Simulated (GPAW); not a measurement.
Consider Sr2MoO4 (I4/mmm).

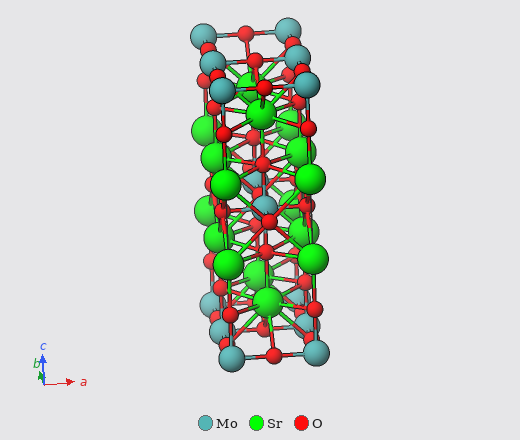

The structure (molybdenum teal, strontium green, oxygen red). 1×2×1 conventional cells are drawn. Some periodic images of atoms are drawn too.

```xyz
7
Lattice="-1.9468 1.9468 6.4837 1.9468 -1.9468 6.4837 1.9468 1.9468 -6.4837" Properties=species:S:1:pos:R:3 pbc="T T T"
Mo    0.0000    0.0000    0.0000
Sr    0.0000    0.0000    8.4151
Sr    0.0000    0.0000    4.5523
O     0.0000    0.0000    2.1160
O     0.0000    0.0000   10.8514
O     1.9468    0.0000    0.0000
O     0.0000    1.9468    0.0000
```

Absorber: atom 1, with 4 O at 1.95 Å and 2 O at 2.12 Å (distorted octahedral, site symmetry 4/mmm). Method: GPAW, LDA, excited-electron core hole (neutral cell), 28-atom cell with 7.0 Å between holes, 3×3×3 k points, dipole transitions, Gaussian full width 1.78 eV up to 4 eV, rising linearly to 3.5 eV at 25 eV.

Q: Where do the maxima of the Mo L₃ edge fall?

Main maxima up to 30 eV above the zero (height): 0.6 eV (3.14), 2.6 eV (3.33) and 17.6 eV (0.56). At an L edge the dipole rule selects empty d (and weakly s) states on the absorber, and the strong line at the onset measures the empty part of its d band. 

The Mo L₃ spectrum (energy from the lowest empty level; intensity scaled to a mean of 1 over the first 20 eV; polarised curves are means over the symmetry-equivalent atoms):

```tsv
E (eV)	isotropic	ε ⊥ c	ε ∥ c
-2.0	0.03	0.04	0.01
-0.5	1.46	1.67	1.03
1.0	3.07	3.21	2.79
2.5	3.30	3.04	3.83
4.0	2.04	2.19	1.72
5.5	1.13	1.36	0.69
7.0	0.71	0.87	0.38
8.5	0.20	0.21	0.18
10.0	0.13	0.10	0.18
11.5	0.20	0.16	0.28
13.0	0.32	0.25	0.46
14.5	0.37	0.31	0.48
16.0	0.44	0.43	0.46
17.5	0.56	0.56	0.55
19.0	0.50	0.49	0.50
20.5	0.41	0.41	0.41
22.0	0.38	0.38	0.39
23.5	0.34	0.33	0.36
25.0	0.31	0.29	0.34
26.5	0.33	0.32	0.36
28.0	0.36	0.37	0.36
29.5	0.41	0.41	0.40
31.0	0.46	0.45	0.48
```

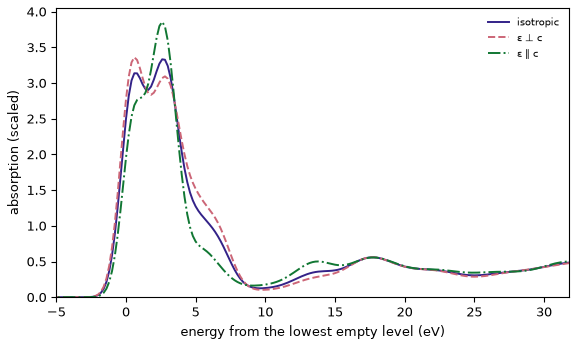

The Mo L₃ edge.

Only the L₃ part is meant: spin–orbit coupling of the core level isn't computed and the L₂ copy isn't added. The script folds with a Gaussian, whereas the core hole's own line is a Lorentzian, so the onset is too steep and the first peak too high. The unit cell's mesh shows no gap over 0.35 eV. That is right for a metallic compound; for a small-gap or correlated insulator it would be the fault of the functional or of the assumed magnetic order, and the hole would be screened too well. The mesh is coarse (0.32 Å⁻¹ between points), so small maxima may be mesh ripples. The structure is a computed Materials Project entry and may be a hypothetical form.

[Banner, clock and machine lines of the logs are left out without a mark of their own.]

[Logs are printed without paths, hosts, clocks, repeated set-up lines and the standing remarks that a program may print on its own settings, such as how far it seeks lower states.]

[Hosts, paths, dates, database ids (printed as entryN), source tags and the programs' standing remarks are cut or masked in the printed files.]

[Lists of maxima count a maximum above −3 eV only where it reaches 4 % of the highest in the window and stands out from its surroundings by 2 % of it (1.5 % where it reaches 55 %); shoulders and weaker maxima are passed over, and of the rest the first, up to two pre-edge ones and the few strongest are named.]
